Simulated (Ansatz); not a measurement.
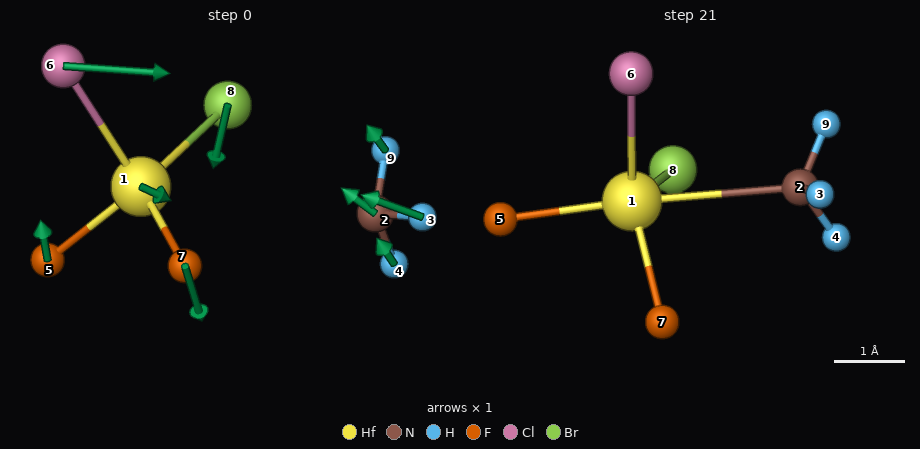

The structure of HfNH₃BrClF₂ before (left) and after (right) a relaxation, at one scale. The green arrows give the displacements, at their true length.

The picture is a ball-and-stick view, seen from a free direction.

The run prepares an end point of a later path (reaction) calculation, from a guessed geometry.

These are results of Ansatz, RKS PBE-D4/def2-SVP, not measurements. Settings: no spin polarisation; force threshold 0.03 eV/Å; at most 50 steps.

Question: Describe what moved and what it gained.

Answer: Over 21 geometry steps the energy falls by 1.048 eV. Largest force component: 1.1 eV/Å at the start, 0.002 eV/Å at the end. The forces were under the threshold at step 18, but the run went on from there. The largest move after the best rigid fit is that of Cl6, 1.56 Å. Largest moves by element: Cl 1.56 Å, F 1.26 Å, Br 1.14 Å, H 1.03 Å, N 0.65 Å, Hf 0.55 Å. Near-neighbour distances that change, for instance: Hf1–H3 4.119 → 2.991 Å, Hf1–N2 3.392 → 2.443 Å, Hf1–H4 3.888 → 2.988 Å, Hf1–H9 3.605 → 3.001 Å. New bonds form, among them: Hf1–N2 (3.39 → 2.44 Å). Among the angles between lasting bonds that change: F7–Hf1–Br8 131.9° → 117.3°, Cl6–Hf1–Br8 105.2° → 118.4°, Cl6–Hf1–F7 104.6° → 117.5°. Cost: 57 s on 4 threads of Arm Neoverse V2 (shared host), peak memory 0.19 GiB.

Limits of the set-up: the start holds two separate molecules, 2.8 Å apart at their closest, whose relative position is a soft coordinate.
